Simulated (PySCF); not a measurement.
# GeBCl3O2: core-level calculation

- system: GeBCl3O2
- method: delta-SCF UKS SCAN, pcX-2 on the ionised atom, pcseg-1 elsewhere, spin-free X2C (PySCF 2.14.0)

Figures and captions count atoms from 1; the log counts them from 0 in places.

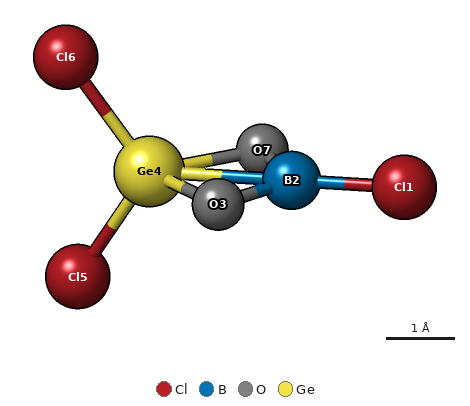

Figure 1. The structure (ball-and-stick view, seen at a tilt; atoms are numbered from 1 in the order of the input). Sticks mark near contacts.

The input
```
{"job": {"kind": "xps", "holes": 5}, "charge": 0, "multiplicity": 1}
Cl     1.419039    -2.282182    -1.430472
B      0.605348    -1.007782    -0.572381
O      0.929513     0.338859    -0.660188
Ge    -0.422413     0.605353     0.506277
Cl     0.127323     1.294980     2.420862
Cl    -2.090446     1.669354    -0.221261
O     -0.461725    -1.188748     0.294021
```

The first line tells a small driver script what to run in PySCF; the rest is the geometry in Å.

Machine: 1 CPU thread, shared host.

Command:
```bash
OMP_NUM_THREADS=1 python <driver script> task.json out
```

Log
```
ground state, core basis on atom 0 (Cl), 165 functions
  cycle   1  E = -3653.96911597  |g| = 9.71e-01
  cycle   2  E = -3653.35852872  |g| = 1.94e+00
  cycle   3  E = -3654.15644981  |g| = 1.84e-01
  cycle   4  E = -3654.16332356  |g| = 1.00e-01
  cycle   5  E = -3654.16602184  |g| = 2.37e-02
  cycle   6  E = -3654.16618992  |g| = 3.80e-03
  cycle   7  E = -3654.16619353  |g| = 1.93e-03
  cycle   8  E = -3654.16619412  |g| = 5.27e-04
  cycle   9  E = -3654.16619501  |g| = 4.11e-04
  E(ground) = -3654.30193995 Eh
hole in Cl 2p of atom 0
  cycle   1  E = -3646.08413102  |g| = 1.70e+00
[... 9 cycles left out ...]
  E(ion) = -3646.68380427 Eh   <S^2> = 0.7517   hole on atom = 1.001   binding energy = 207.300 eV
  2p3/2 = 206.711 eV   2p1/2 = 208.365 eV
ground state, core basis on atom 1 (B), 154 functions
[... 6 cycles left out ...]
  E(ground) = -3654.13454686 Eh
hole in B 1s of atom 1
[... 12 cycles left out ...]
  E(ion) = -3646.81587423 Eh   <S^2> = 0.7794   hole on atom = 1.000   binding energy = 199.151 eV
ground state, core basis on atom 2 (O), 154 functions
[... 7 cycles left out ...]
  E(ground) = -3654.16302850 Eh
hole in O 1s of atom 2
[... 10 cycles left out ...]
  E(ion) = -3634.36271471 Eh   <S^2> = 0.7644   hole on atom = 1.000   binding energy = 538.794 eV
ground state, core basis on atom 4 (Cl), 165 functions
[... 8 cycles left out ...]
  E(ground) = -3654.30223264 Eh
hole in Cl 2p of atom 4
[... 1 cycle left out ...]
  cycle   2  E = -3644.63699407  |g| = 1.65e+00
  cycle   3  E = -3646.04709015  |g| = 8.13e-01
  cycle   4  E = -3646.49211432  |g| = 1.97e-01
  cycle   5  E = -3646.50401607  |g| = 1.88e-01
  cycle   6  E = -3646.52089887  |g| = 6.00e-02
  cycle   7  E = -3646.52229036  |g| = 2.58e-02
  cycle   8  E = -3646.52257792  |g| = 7.70e-03
  cycle   9  E = -3646.52261251  |g| = 3.29e-03
  cycle  10  E = -3646.52261522  |g| = 2.11e-03
  cycle  11  E = -3646.52261752  |g| = 3.23e-04
  E(ion) = -3646.66762539 Eh   <S^2> = 0.7523   hole on atom = 1.001   binding energy = 207.748 eV
  2p3/2 = 207.155 eV   2p1/2 = 208.809 eV
```

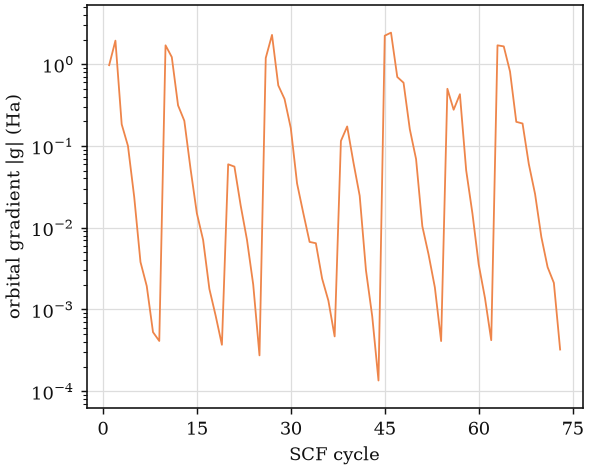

Figure 2. Convergence of the self-consistent field: orbital gradient |g| against the SCF cycle. All cycles printed in the log are drawn one after another.

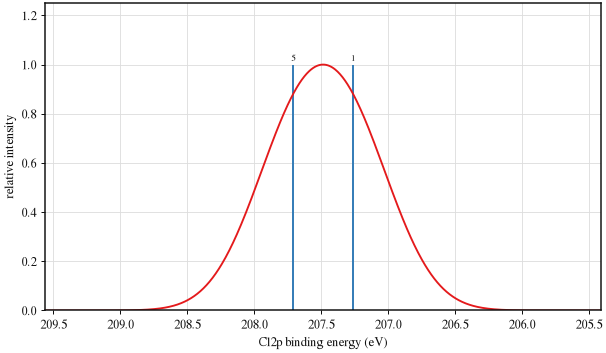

Figure 3. Cl2p binding energies by ΔSCF of the atoms computed, labelled by atom number, with a Gaussian envelope of 0.8 eV full width. They run from 207.26 eV (atom 1) to 207.71 eV (atom 5).

Results in brief

| quantity | value |
| --- | --- |
| outcome | converged |
| wall time | 23 s |
| peak memory | 0.55 GiB |
